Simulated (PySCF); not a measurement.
System: C3F6PS2 (SMILES FC(F)(F)P(C(=S)[S-])C(F)(F)F) (charge −1).

```yaml
atoms:
  - { symbol: F, position_ang: [-1.3353, -0.5494, 1.4204] }
  - { symbol: C, position_ang: [-1.4106, -0.7563, 0.1044] }
  - { symbol: F, position_ang: [-2.5103, -0.0964, -0.3231] }
  - { symbol: F, position_ang: [-1.6587, -2.0540, -0.0905] }
  - { symbol: P, position_ang: [0.1030, -0.2306, -0.9368] }
  - { symbol: C, position_ang: [1.5722, -1.0580, -0.1630] }
  - { symbol: S, position_ang: [1.4155, -2.3823, 0.8271] }
  - { symbol: S, position_ang: [2.9295, -0.2902, -0.7933] }
  - { symbol: C, position_ang: [0.2208, 1.5018, -0.1555] }
  - { symbol: F, position_ang: [0.9877, 2.3129, -0.8863] }
  - { symbol: F, position_ang: [-1.0019, 2.0719, -0.1208] }
  - { symbol: F, position_ang: [0.6880, 1.5304, 1.0918] }
```

Geometry: PBE0-D3(BJ)/def2-SVP.

All numbers below come from PBE0/pcSseg-1, SCF density, gas phase, non-relativistic (PySCF 2.14.0).

Predict the electron density and electron localisation function between the atoms.

Answer. C–F (1.35 Å): the density is about 2.3 e/Å³ at the midpoint, with its minimum of 1.8 e/Å³ about 0.5 Å from C; the ELF peaks at about 0.85 between the atoms (a shared but strongly polarised pair).
C–S (1.66 Å): the density is about 1.5 e/Å³ at the midpoint; the ELF peaks at about 0.90 between the atoms (a covalent bond).
C–P (1.86 Å): ρ is about 1.1 e/Å³ halfway; the ELF peaks at about 0.95 between the atoms: a covalent bond.
C–P (1.91 Å): ρ at the midpoint is about 1.1 e/Å³, with its minimum of 0.96 e/Å³ about 1.2 Å from C; the ELF peaks at about 1 between the atoms: localised, covalent bonding.

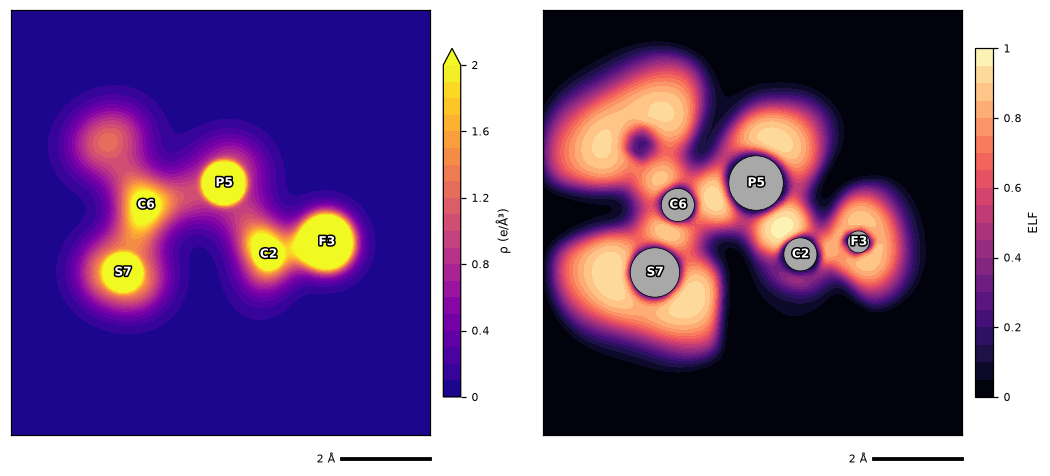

Computed electron density and electron localisation function on the plane of atoms F3, C2 and P5, in this order. Grey discs cover the atomic cores in the ELF map. 
